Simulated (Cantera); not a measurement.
Input: 1 mol B₂O₃, 7.8 mol H₂O, a varied amount of H₂, at 1875 K and 10.0 mbar.

Method: chemical equilibrium by Gibbs-energy minimisation in Cantera with the NASA 1993 tables (ideal gas, pure condensed phases). Candidate condensed phases: B, B₂O₃, B₃O₃H₃, H₂O; 23 gas species. Kinetics and transport are ignored.

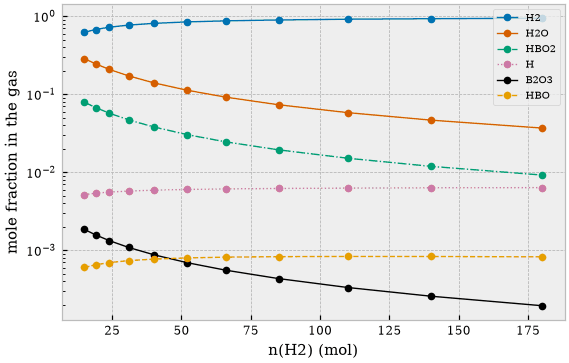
*Equilibrium gas composition (values under 1e-9 drawn at 1e-9)*

Question: Read off the mole fractions at 110 mol H₂.

Answer: H₂ about 0.92, H₂O about 0.058, HBO₂ about 0.015, H about 0.0063, HBO about 0.00084, B₂O₃ about 0.00033.
